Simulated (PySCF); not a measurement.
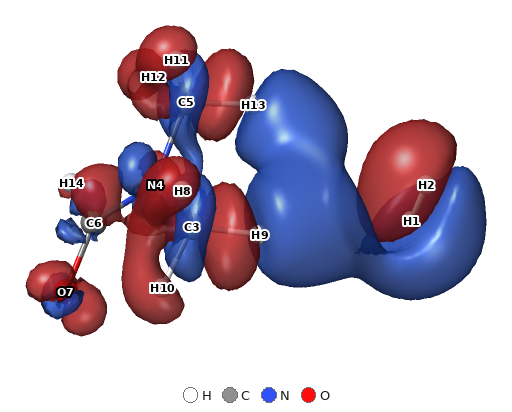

C$_{3}$H$_{9}$NO, SMILES `[H][H].CN(C)C=O`. Density of the complex less the densities of the two fragments at the same geometry, ±0.00015 e/Å³ (red: gain, blue: loss). Fragment A: H2 (atoms 1–2); fragment B: H7C3NO.

Method: HF/6-311+G**; geometry: GFN2-xTB; program: PySCF.

Input script:

```python
import numpy as np
from pyscf import gto, scf, dft
from pyscf.scf import atom_ks, atom_hf
from scipy.linalg import block_diag
from pyscf.dispersion import dftd3

def solve(mol, dm0=None, hcore=None):
    mf = scf.UHF(mol) if mol.spin else scf.RHF(mol)
    mf = mf.density_fit(auxbasis='def2-universal-jkfit')
    mf.conv_tol, mf.max_cycle = 1e-8, 80
    if hcore is not None:
        mf.get_hcore = lambda *args: hcore
    mf.kernel(dm0)
    if not mf.converged:
        mf = mf.newton().run(mf.mo_coeff, mf.mo_occ, max_cycle=30)
    assert mf.converged, 'SCF not converged'
    return mf

mol = gto.M(atom='''
H      3.18904    -1.46272    -2.15693
H      3.76831    -1.33634    -1.65385
C      0.49522    -1.12531     0.62422
N      0.13594     0.19103     0.15344
C      1.17061     1.18865     0.18194
C     -1.11050     0.43474    -0.28197
O     -2.00863    -0.37195    -0.32458
H      0.81202    -1.08373     1.66884
H      1.30840    -1.53708     0.02232
H     -0.38338    -1.76163     0.53582
H      1.53249     1.33211     1.20398
H      0.78368     2.13543    -0.19011
H      2.01330     0.88005    -0.44317
H     -1.23842     1.48387    -0.60958
''', basis='6-311+g**', charge=0, spin=0, verbose=4)
mol_a = gto.M(atom='''
H      3.18904    -1.46272    -2.15693
H      3.76831    -1.33634    -1.65385
ghost-C      0.49522    -1.12531     0.62422
ghost-N      0.13594     0.19103     0.15344
ghost-C      1.17061     1.18865     0.18194
ghost-C     -1.11050     0.43474    -0.28197
ghost-O     -2.00863    -0.37195    -0.32458
ghost-H      0.81202    -1.08373     1.66884
ghost-H      1.30840    -1.53708     0.02232
ghost-H     -0.38338    -1.76163     0.53582
ghost-H      1.53249     1.33211     1.20398
ghost-H      0.78368     2.13543    -0.19011
ghost-H      2.01330     0.88005    -0.44317
ghost-H     -1.23842     1.48387    -0.60958
''', basis='6-311+g**', charge=0, spin=0, verbose=4)
mol_b = gto.M(atom='''
ghost-H      3.18904    -1.46272    -2.15693
ghost-H      3.76831    -1.33634    -1.65385
C      0.49522    -1.12531     0.62422
N      0.13594     0.19103     0.15344
C      1.17061     1.18865     0.18194
C     -1.11050     0.43474    -0.28197
O     -2.00863    -0.37195    -0.32458
H      0.81202    -1.08373     1.66884
H      1.30840    -1.53708     0.02232
H     -0.38338    -1.76163     0.53582
H      1.53249     1.33211     1.20398
H      0.78368     2.13543    -0.19011
H      2.01330     0.88005    -0.44317
H     -1.23842     1.48387    -0.60958
''', basis='6-311+g**', charge=0, spin=0, verbose=4)
ab, a, b = solve(mol), solve(mol_a), solve(mol_b)
e_int = ab.e_tot - a.e_tot - b.e_tot
print('counterpoise-corrected interaction energy / kcal/mol', e_int * 627.5095)
def disp(atoms, charge):
    m = gto.M(atom=atoms, charge=charge, basis='sto-3g', spin=None, unit='Bohr', verbose=0)
    return dftd3.DFTD3Dispersion(m, xc='hf', version='d3bj').get_dispersion()['energy']
e_disp = disp(mol._atom, mol.charge) - disp(mol._atom[:2], mol_a.charge) - disp(mol._atom[2:], mol_b.charge)
print('D3(BJ) part / kcal/mol', e_disp * 627.5095)
# spherically averaged free atoms, for the promolecule
atm = scf.atom_hf.get_atm_nrhf(mol)
pro = block_diag(*[(atm[a[0]][2] * atm[a[0]][3]) @ atm[a[0]][2].T for a in mol._atom])
np.savez('result.npz', e_int=e_int, e_disp=e_disp, dm_a=a.make_rdm1(), dm_b=b.make_rdm1(), c=ab.mo_coeff, occ=ab.mo_occ, eps=ab.mo_energy, pro=pro, d=[f.dip_moment(verbose=0) for f in (ab, a, b)])
```

Run with:

```sh
OMP_NUM_THREADS=1 python input.py
```

The run took 6.4 s on 1 thread of Arm Neoverse V1, on a shared host, peak memory 0.33 GiB.

Partitions, critical points and surface values were worked out afterwards from this run's density.

Question: Which way does charge flow?

Answer: Hirshfeld charges show almost no net transfer (under 0.005 e). 0.01 e is displaced in all, which induces a dipole of 0.05 D.

Question: What is the interaction energy, and which contacts carry it?

Answer: The counterpoise-corrected interaction energy of the frozen fragments is +0.2 kcal/mol without dispersion correction and −0.4 kcal/mol with D3(BJ). The pair geometry is semi-empirical, not a minimum at this level. Contacts: H1···H9, H···H contact, 2.88 Å, ρ = 0.002 a.u.; H2···H13, H···H contact, 3.08 Å, ρ = 0.002 a.u. The pose is a local one from a semi-empirical search, not shown to be the most stable.
